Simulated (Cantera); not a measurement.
A closed system holds: 1 mol C2F6, 1.8 mol H2, held at 1500 K.

Cantera equilibrium calculation (NASA polynomials, part measured and part estimated; ideal gas, pure solids and liquids). Candidate condensed phases: C, C6H6, C7H8, C8H18; 95 gas species. The feed counts by its element totals alone. Gases not in the tables: C2F6 and larger saturated fluorocarbons. Kinetics and transport are ignored.

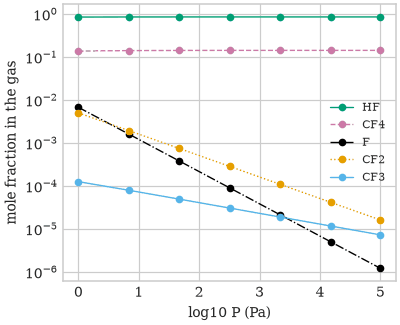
Equilibrium gas composition (values under 1e-9 drawn at 1e-9)

**Question.** Read off the mole fractions at 6.80 Pa.

**Answer.** HF about 0.86, CF4 about 0.14, CF2 about 0.0019, F about 0.0016, CF3 about 8.0e-5.
